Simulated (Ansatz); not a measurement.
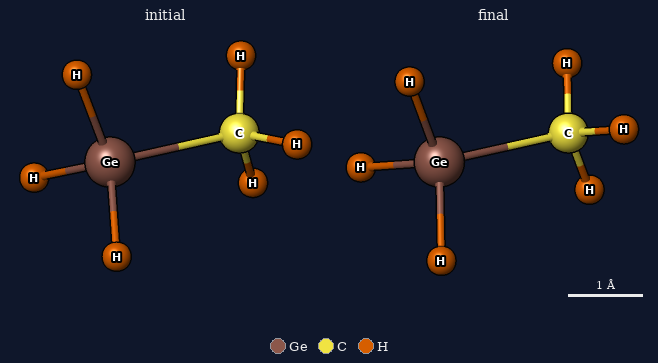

The structure of CH6Ge before (left) and after (right) a relaxation, at one scale.

The picture is a ball-and-stick view, seen at a tilt.

The run prepares the start of a later molecular dynamics calculation, from a guessed geometry.

Theory: RKS BHLYP-D4/def2-mTZVP (Ansatz).

Input
```yaml
crystal:
  periodic: [false, false, false]
  atoms:
    - { symbol: Ge, position_ang: [0.0, 0.0, 0.0] }
    - { symbol: C, position_ang: [0.0, 0.0, 1.96] }
    - { symbol: H, position_ang: [-0.9996, -0.3092, 2.3305] }
    - { symbol: H, position_ang: [0.7676, -0.7111, 2.3305] }
    - { symbol: H, position_ang: [0.232, 1.0203, 2.3305] }
    - { symbol: H, position_ang: [1.4616, 0.0, -0.5162] }
    - { symbol: H, position_ang: [-0.73, 1.2648, -0.5162] }
    - { symbol: H, position_ang: [-0.73, -1.2648, -0.5162] }
basis:
  gaussian: { orbitals: def2-mTZVP }
hamiltonian:
  xc: { name: BHLYP }
  dispersion: d4
relax:
  f_tol: 0.02
  max_steps: 40
output:
  orbitals: {}
```

Command:
```bash
ansatz run input.yaml --threads 1 --pin off --max-ram 2048MiB --backend cpu --events-out ev --progress --plain --runs-dir out
```

> What changed between the two?

The largest moves after the best rigid fit, 0.21 Å, are those of H3, H4 and H5. Largest moves by element: H 0.21 Å, Ge 0.01 Å. C stays in place. Some distances before and after: C2–H3 1.110 → 1.083 Å, Ge1–H6 1.550 → 1.533 Å, Ge1–C2 1.960 → 1.955 Å. After 6 accepted moves (7 points after the start) the energy has fallen by 6.26 kJ/mol. Largest force component: 0.91 eV/Å at the start, 0.0041 eV/Å at the end. The line search rejected the trial step at point 4 of the run.
